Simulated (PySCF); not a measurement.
# GaSiH4SClO (SMILES S[SiH](Cl)[O][GaH2]) at 6 levels

We compute a comparison of 6 runs (HF/3-21G, HF/6-31G**, B2PLYP/STO-3G, PBE/6-31G*, B3LYP/6-31G*, BP86/def2-SVPD) of GaSiH4SClO. The job is set up through a Python script.

Program for the calculation: PySCF 2.14.0.

**1. Starting point**

The species is GaSiH4SClO (9 atoms), meant as a singlet with charge 0. SMILES: `S[SiH](Cl)[O][GaH2]`. Geometry: relaxed at PBE0-D4/def2-TZVP. This is one conformer, not always the lowest.

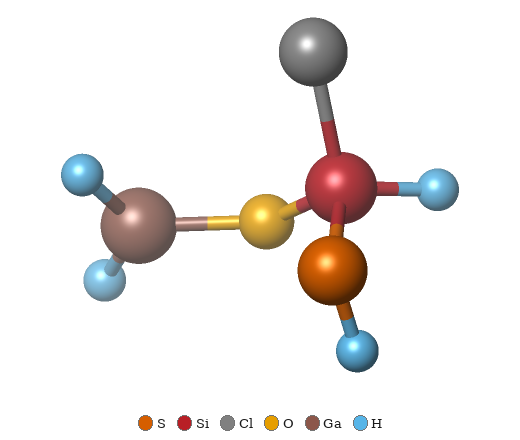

The structure, seen from a chosen angle (sulfur orange, silicon red, chlorine grey, oxygen amber, gallium brown, hydrogen blue).

**2. Energy and forces at HF/3-21G (run 1)**

Contents of mol.xyz:

```xyz
9
ClGaH4OSSi
S     -1.031300     1.992600     0.695400
Si     0.678100     0.720200     0.652100
Cl     1.884800     1.569300    -0.780500
O      0.310100    -0.801500     0.280900
Ga    -0.386600    -1.630500    -1.161300
H     -1.599900     1.305300     1.702700
H      1.405000     0.739200     1.935400
H     -0.533000    -0.774900    -2.451500
H     -0.727200    -3.119700    -0.873200
```

Contents of job.py:

```python
from pyscf import gto, scf

molecule = gto.M(
    atom='mol.xyz',
    verbose=4,
    max_memory=1860,
    basis='3-21g',
    charge=0,
)

mf = scf.RHF(molecule)
mf.conv_tol = 1e-10
mf.kernel()
if not mf.converged:
    mf = mf.newton().run(mf.mo_coeff, mf.mo_occ)

e_tot = mf.e_tot
print('Final energy', e_tot)
grad = mf.nuc_grad_method().kernel()
dip = mf.dip_moment()
pop, q = mf.mulliken_pop()
```

Launch:

```sh
$ OMP_NUM_THREADS=1 python job.py
```

Output:

```text
PySCF version 2.14.0

[... 63 lines left out ...]
converged SCF energy = -3131.00356561217
Final energy -3131.0035656121727
[... 11 lines left out ...]
Dipole moment(X, Y, Z, Debye): -1.51936, -3.27520,  0.76098
[... 88 lines left out ...]
charge of    8H =     -0.20318
```

It took 5.4 s on 1 thread of Intel Xeon at 2.70GHz, shared host; peak memory 0.15 GiB.

**3. Energy and forces at HF/6-31G(d,p) (spherical functions) (run 2)**

Contents of input.py:

```python
# S[SiH](Cl)[O][GaH2]
from pyscf import gto

mol = gto.Mole()
mol.atom = '''
S     -1.948875     3.765468     1.314116
Si     1.281423     1.360981     1.232290
Cl     3.561756     2.965547    -1.474931
O      0.586004    -1.514615     0.530824
Ga    -0.730568    -3.081198    -2.194539
H     -3.023373     2.466660     3.217637
H      2.655065     1.396886     3.657376
H     -1.007224    -1.464349    -4.632664
H     -1.374209    -5.895379    -1.650109
'''
mol.max_memory = 1860
mol.basis = '6-31g**'
mol.spin = 0
mol.verbose = 4
mol.charge = 0
mol.unit = 'bohr'
mol.build()

mf = mol.RHF()
mf.conv_tol = 1e-10
mf.kernel()
if not mf.converged:
    mf = mf.newton().run(mf.mo_coeff, mf.mo_occ)

etot = mf.e_tot
print('E = %.10f Eh' % etot)
grad = mf.nuc_grad_method().kernel()
mf.analyze()
```

Launch:

```sh
$ OMP_NUM_THREADS=1 python input.py
```

Output:

```text
PySCF version 2.14.0

[... 96 lines left out ...]
MO #10  energy= -10.5484206335627  occ= 2
[... 21 lines left out ...]
MO #32  energy= -1.0996856119235   occ= 2
[... 21 lines left out ...]
MO #54  energy= 0.215495700975951  occ= 0
[... 21 lines left out ...]
MO #76  energy= 0.837927638589242  occ= 0
[... 21 lines left out ...]
MO #98  energy= 1.93203044492538   occ= 0
[... 21 lines left out ...]
MO #120 energy= 3.56007823264603   occ= 0
[... 132 lines left out ...]
Dipole moment(X, Y, Z, Debye): -1.36876, -2.68372,  0.14071
```

Run time: 41 s. Hardware: 1 thread of Intel Xeon at 2.70GHz, shared host; peak memory 0.32 GiB.

Runs 3 to 4 aren't shown in full; the table further down has their settings and results.

**4. Energy and gradient at B3LYP/6-31G(d) (Cartesian functions) (run 5)**

Contents of calc.py:

```python
from pyscf import gto, dft

mol = gto.Mole()
mol.atom = [
    ('S', (-1.031300, 1.992600, 0.695400)),
    ('Si', (0.678100, 0.720200, 0.652100)),
    ('Cl', (1.884800, 1.569300, -0.780500)),
    ('O', (0.310100, -0.801500, 0.280900)),
    ('Ga', (-0.386600, -1.630500, -1.161300)),
    ('H', (-1.599900, 1.305300, 1.702700)),
    ('H', (1.405000, 0.739200, 1.935400)),
    ('H', (-0.533000, -0.774900, -2.451500)),
    ('H', (-0.727200, -3.119700, -0.873200)),
]
mol.verbose = 3
mol.max_memory = 1860
mol.basis = '6-31g*'
mol.spin = 0
mol.cart = True
mol.build()

mf = dft.RKS(mol, xc='b3lyp')
mf.conv_tol = 1e-10
mf.grids.level = 5
mf.kernel()
if not mf.converged:
    mf = mf.newton().run(mf.mo_coeff, mf.mo_occ)

energy = mf.e_tot
print('E = %.10f Eh' % energy)
grad = mf.nuc_grad_method().kernel()
mf.analyze()
```

Launch:

```sh
$ OMP_NUM_THREADS=1 python calc.py
```

Output:

```text
converged SCF energy = -3150.27576859056
[... 24 lines left out ...]
MO #15  energy= -5.90874050820537  occ= 2
[... 19 lines left out ...]
MO #35  energy= -0.481688613226312 occ= 2
[... 19 lines left out ...]
MO #55  energy= 0.130773358095447  occ= 0
[... 19 lines left out ...]
MO #75  energy= 0.555904638996459  occ= 0
[... 19 lines left out ...]
MO #95  energy= 1.16624886556281   occ= 0
[... 19 lines left out ...]
MO #115 energy= 73.853337992181    occ= 0
[... 10 lines left out ...]
Dipole moment(X, Y, Z, Debye): -1.29430, -2.41780,  0.16486
```

Wall time 76 s (1 thread of Intel Xeon at 2.70GHz, shared host); peak memory 1.2 GiB.

**5. Energy and forces at BP86/def2-SVPD (run 6)**

Contents of job.py:

```python
import pyscf.grad
from pyscf import gto, dft

mol = gto.M(
    atom='''
S     -1.948875     3.765468     1.314116
Si     1.281423     1.360981     1.232290
Cl     3.561756     2.965547    -1.474931
O      0.586004    -1.514615     0.530824
Ga    -0.730568    -3.081198    -2.194539
H     -3.023373     2.466660     3.217637
H      2.655065     1.396886     3.657376
H     -1.007224    -1.464349    -4.632664
H     -1.374209    -5.895379    -1.650109
''',
    basis='def2-svpd',
    unit='bohr',
    verbose=4,
    charge=0,
    max_memory=1860,
)

mf = dft.RKS(mol, xc='bp86')
mf.grids.level = 5
mf.conv_tol = 1e-10
mf.kernel()
if not mf.converged:
    mf = mf.newton().run(mf.mo_coeff, mf.mo_occ)

energy = mf.e_tot
print('Final energy', energy)
grad = mf.Gradients().kernel()
dip = mf.dip_moment()
pop, q = mf.mulliken_pop()
```

Launch:

```sh
$ OMP_NUM_THREADS=1 python job.py
```

Output:

```text
PySCF version 2.14.0

[... 84 lines left out ...]
converged SCF energy = -3150.23619748272
Final energy -3150.2361974827227
[... 12 lines left out ...]
Dipole moment(X, Y, Z, Debye): -1.16006, -2.04146, -0.05817
[... 181 lines left out ...]
charge of    8H =      0.08036
```

Wall time 2 min (1 thread of Intel Xeon at 2.70GHz, shared host); peak memory 2.2 GiB.

**6. Overview of the runs**

| run | level | task | frozen core orbitals | energy (Eh) | dipole moment (D) | HOMO energy (eV) | LUMO energy (eV) | wall time |
| --- | --- | --- | --- | --- | --- | --- | --- | --- |
| 1 | HF/3-21G | gradient | – | -3131.003566 | 3.69 | -11.04 | 0.94 | 5.4 s |
| 2 | HF/6-31G** (spherical functions) | gradient | – | -3146.218923 | 3.02 | -10.59 | 0.95 | 41 s |
| 3 | B2PLYP/STO-3G | energy | 25 | -3113.098185 | 3.01 | -4.25 | 2.02 | 57 s |
| 4 | PBE/6-31G* (spherical functions) | gradient | – | -3149.270690 | 2.70 | -6.39 | -2.53 | 1.8 min |
| 5 | B3LYP/6-31G* (Cartesian functions) | gradient | – | -3150.275769 | 2.75 | -7.37 | -1.98 | 76 s |
| 6 | BP86/def2-SVPD | gradient | – | -3150.236197 | 2.35 | -6.61 | -2.60 | 2 min |

**7. Summary of results**

```
                       quantity           value
            run 6: total energy  -3150.23620 Eh
           run 6: dipole moment          2.35 D
             run 6: HOMO energy        -6.61 eV
             run 6: LUMO energy        -2.60 eV
           run 6: HOMO–LUMO gap         4.01 eV
run 6: largest force on an atom      1.293 eV/Å
```

What this shows: The dipole moment (its size) runs from 2.35 D (BP86/def2-SVPD) to 3.69 D (HF/3-21G). The two ends differ in method and basis. The HOMO–LUMO gap runs from 3.87 eV (PBE/6-31G*) to 11.98 eV (HF/3-21G). Totals of different functionals can't be ranked against each other. In run 3 the basis is minimal, so the values are rough. All runs together took 6.7 min, the longest 2 min.
